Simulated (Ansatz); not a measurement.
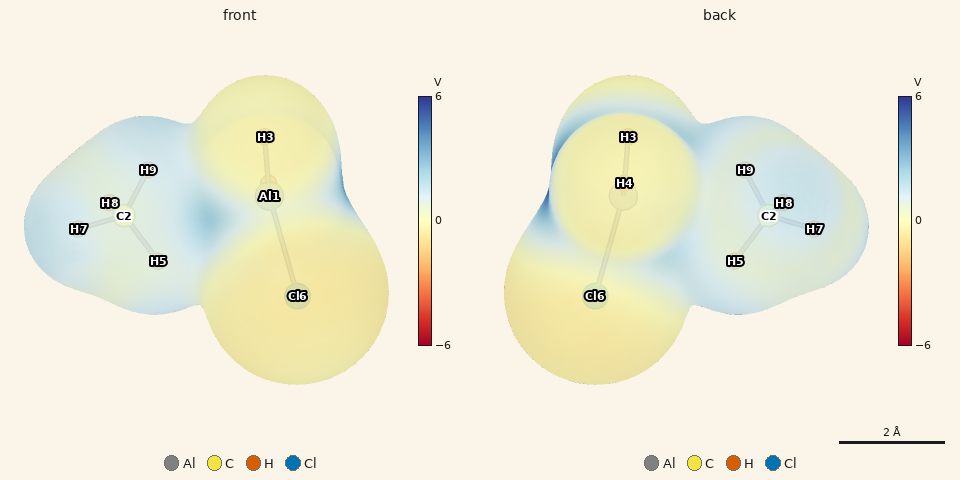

Figure 1: AlClH₂···CH₄. The electrostatic potential painted on the density surface at 0.004 e/bohr³, seen from the front and from behind; the colour scale runs from red (negative) to blue (positive).

The product side of a reaction path; geometry: PBE0-D4/def2-TZVP.

The calculation used RKS PBE0-D4/def2-TZVPP (Ansatz).

Input file:

```
crystal:
  periodic: [false, false, false]
  atoms:
    - {symbol: Al, position_ang: [-1.513884, 0.189247, 0.154722]}
    - {symbol: C, position_ang: [1.286556, -0.029694, -0.124725]}
    - {symbol: H, position_ang: [-1.724222, 0.948997, -1.211119]}
    - {symbol: H, position_ang: [-1.234437, 0.891711, 1.536968]}
    - {symbol: H, position_ang: [0.722100, -0.882185, 0.266291]}
    - {symbol: Cl, position_ang: [-1.997658, -1.863896, 0.186882]}
    - {symbol: H, position_ang: [2.060590, -0.426026, -0.781197]}
    - {symbol: H, position_ang: [1.726811, 0.522619, 0.702458]}
    - {symbol: H, position_ang: [0.674246, 0.649127, -0.730378]}
basis:
  gaussian: {orbitals: def2-TZVPP}
hamiltonian: {xc: pbe0, dispersion: d4}
output: {orbitals: {seedname: orbitals}}
```

Launched as:

```sh
ansatz run in.yaml --threads 2 --pin off --events-out ev --progress --plain --max-ram 4352MiB
```

Q: Which sites attract a positive test charge, and which a negative one?

A: A positive charge is drawn to the negative regions and a negative charge to the positive ones. The most negative region (about −0.6 V, or −14 kcal/mol for a unit charge) lies over Cl6, the most positive (about +5.0 V, or +115 kcal/mol for a unit charge) over Al1.
